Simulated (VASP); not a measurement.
Band structure of V3Si (space group Pm-3n). Method: PBE GGA, VASP's PBE PAW potentials (set 64) (plane waves; VASP 6.6.1).

The run has a spin-polarised start.

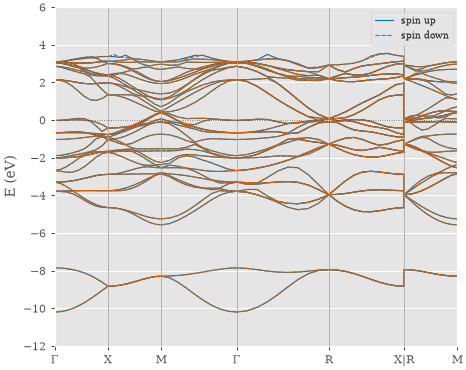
Figure: Bands along high-symmetry lines, zero at the valence-band maximum or, without a gap, the Fermi level

Question: Read the plot: is there a gap, and where are the band edges?

Answer: It has no gap at this level: it comes out as a metal or semimetal.

The structure comes from a computed database's V3Si entry; how it stands against other phases isn't given here. The cell was not relaxed at this level.
